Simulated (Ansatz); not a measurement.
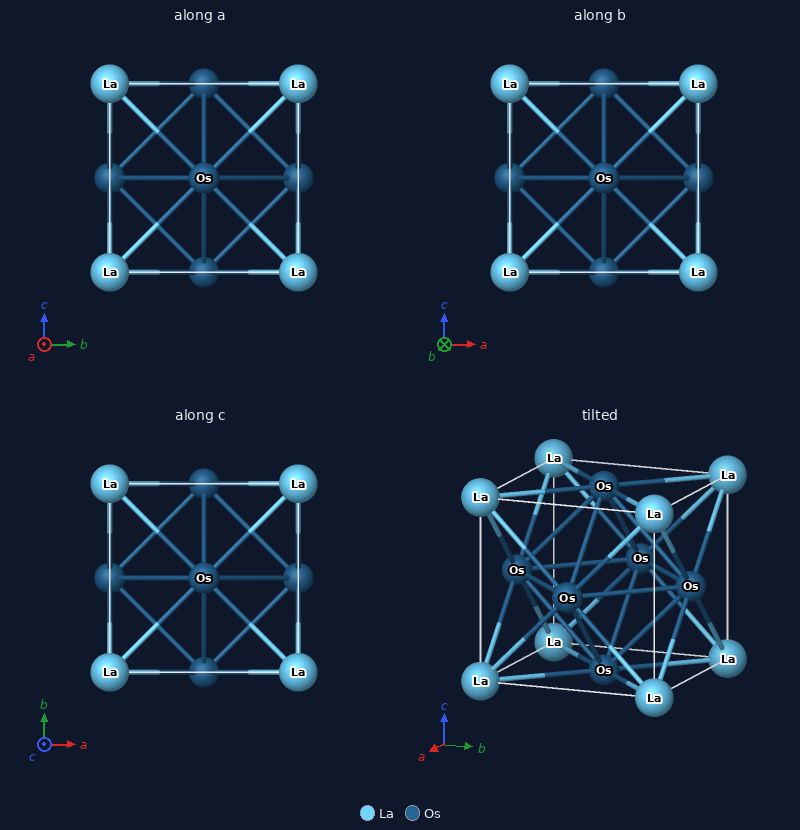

Drawn in the ball-and-stick manner and seen along the a axis, along the b axis, along the c axis and slightly off an axis. The frame is the conventional unit cell; atoms at its boundary are shown with their periodic copies.

Lattice parameters: a = 4.0696 Å, b = 4.0696 Å, c = 4.0696 Å, α = 90.000°, β = 90.000°, γ = 90.000°.

**Give the structure in the form of a CIF in P1 with every atom of the cell.**

```cif
data_structure
_symmetry_space_group_name_H-M 'P 1'
_symmetry_Int_Tables_number 1
_cell_length_a 4.0696
_cell_length_b 4.0696
_cell_length_c 4.0696
_cell_angle_alpha 90.000
_cell_angle_beta 90.000
_cell_angle_gamma 90.000
_cell_volume 67.40
loop_
_atom_site_label
_atom_site_type_symbol
_atom_site_fract_x
_atom_site_fract_y
_atom_site_fract_z
_atom_site_occupancy
La1 La 0.0000 0.0000 0.0000 1
Os1 Os 0.0000 0.5000 0.5000 1
Os2 Os 0.5000 0.5000 0.0000 1
Os3 Os 0.5000 0.0000 0.5000 1
```

The model was built from a structure type filled with these elements by a generator (whether the compound takes this form wasn't checked). The cell was then strained or its atoms displaced on purpose. It went into a calculation with Ansatz.

At this level of theory the run's own cell isn't at rest (compressed, at 12 GPa), so its distances can differ from those at equilibrium, the more so the softer the solid.
